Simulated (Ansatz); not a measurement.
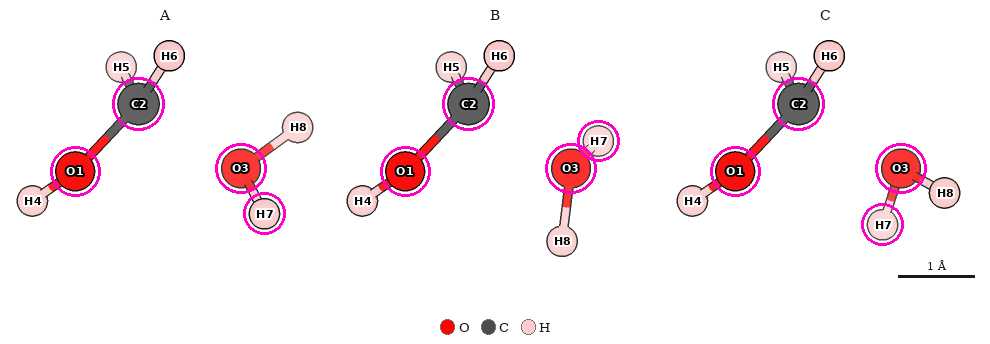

A scan of CH$_{5}$O$_{2}$ (charge +1): the O1–C2–O3–H7 dihedral angle is varied, with the rest of the molecule carried along rigidly. Style: ball-and-stick. Shown at a tilt. The ringed atoms are those of the scanned coordinate.

Computed with Ansatz: B3LYP-D4, basis def2-TZVPP, on geometries moved rigidly from the minimum at PBE0-D4/def2-TZVP. Energies are counted from the PBE0-D4/def2-TZVP minimum geometry at the same level.

**Order these geometries by energy, lowest first.**

Lowest first: A (the dihedral −50.3°, 0.0 meV), C (the dihedral 50.7°, 85.1 meV), B (the dihedral 140.7°, 131.8 meV). Over the whole scan: the lowest computed point lies at the dihedral −50.3° (0.0 meV). Further local minima among the points: 80.7° (77.9 meV). A local maximum lies at 20.7° (85.6 meV). The highest point, at 170.7°, lies 139.3 meV above the lowest and gives an upper estimate of the barrier to rotation, since the rotor is rigid.
